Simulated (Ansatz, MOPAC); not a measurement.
How methods differ on COF2 (carbonyl fluoride)

COF2, singlet, SMILES `O=C(F)F`. Each level relaxes the structure for itself.

Quantity: the highest harmonic wavenumber at each level's own minimum, in cm⁻¹. The values are calculated.

| level | kind | program | value (cm⁻¹) |
| --- | --- | --- | --- |
| AM1 | semi-empirical | MOPAC | 2124 |
| MNDO | semi-empirical | MOPAC | 2187 |
| PM6-DH+ | semi-empirical | MOPAC | 1948 |
| RM1 | semi-empirical | MOPAC | 2094 |
| HF/STO-3G | Hartree–Fock | Ansatz | 2167 |
| HF/3-21G | Hartree–Fock | Ansatz | 2131 |
| HF/6-31G* (Cartesian functions) | Hartree–Fock | Ansatz | 2186 |
| PBE/def2-SVP | GGA | Ansatz | 1960 |
| PBE-D3(BJ)/def2-TZVP | GGA | Ansatz | 1909 |
| B3LYP/6-31G* (Cartesian functions) | global hybrid | Ansatz | 1995 |

Harmonic and unscaled. The values span 1909 to 2187 cm⁻¹.

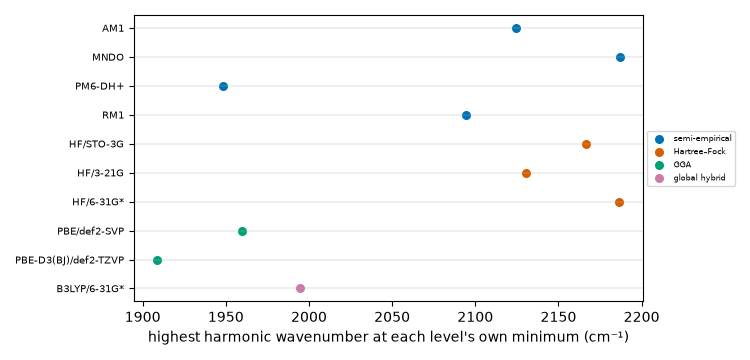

The values of the table, level by level.
